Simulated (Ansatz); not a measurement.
## Electronic structure of H$_{2}$OSi$_{2}$ in real space

```yaml
atoms:
  - { symbol: O, position_ang: [0.0148, -1.3481, 1.4425] }
  - { symbol: Si, position_ang: [1.1722, -2.0757, 2.3959] }
  - { symbol: Si, position_ang: [-1.3002, -0.6635, 0.6810] }
  - { symbol: H, position_ang: [2.2833, -1.0344, 2.1358] }
  - { symbol: H, position_ang: [-1.0752, -1.3442, -0.6875] }
```

Geometry: PBE0-D3(BJ)/def2-SVP.

These are results of Ansatz 0.2.0, isolated molecule in a Gaussian basis; Kohn-Sham density functional theory, functional PBE0, not measurements.

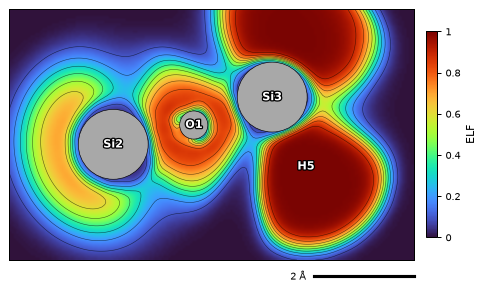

Figure 1. ELF on the plane of atoms O1, Si3 and H5. Grey discs cover the atomic cores.

Read the bonding off the picture.

The section cuts through O, Si and H sites.
Si–O (1.67 Å): the ELF peaks at about 0.85 between the atoms; a polar covalent bond.
Si–H (1.54 Å): the ELF climbs to about 1 towards the hydrogen, as it does in any bond to H.
The ELF also peaks beside O1 and Si3, away from the bonds: lone-pair regions.

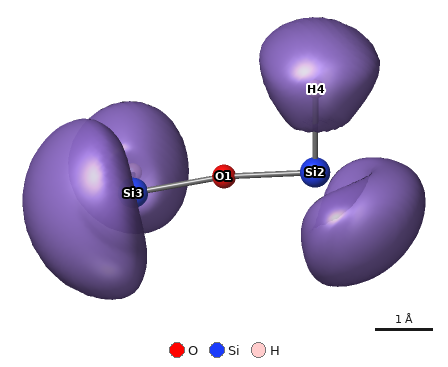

Figure 2. Isosurface of the electron localisation function at 0.9 (purple), seen at a tilt. Core shells and regions of very low density are left out.

Identify the bonds, lone pairs and shells in this picture.

The ELF exceeds this value in two regions around hydrogen nuclei and two lobes on Si, pointing away from the bonds (lone pairs).

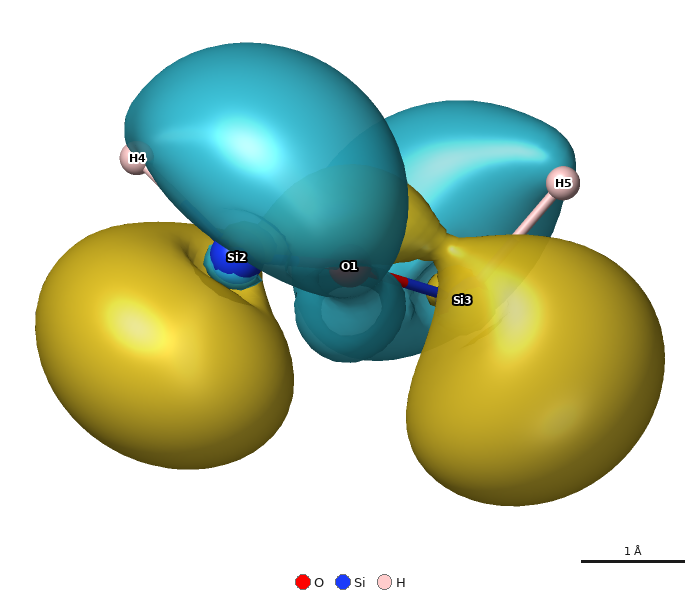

Figure 3. The LUMO at ±0.08 Å⁻³ᐟ² (yellow and cyan are the two phases), seen at an oblique angle.

Describe this orbital and give its energy.

It lies mainly on Si2 (about 45 %), Si3 (about 45 %) and O1 (about 10 %). Its energy is −2.36 eV.
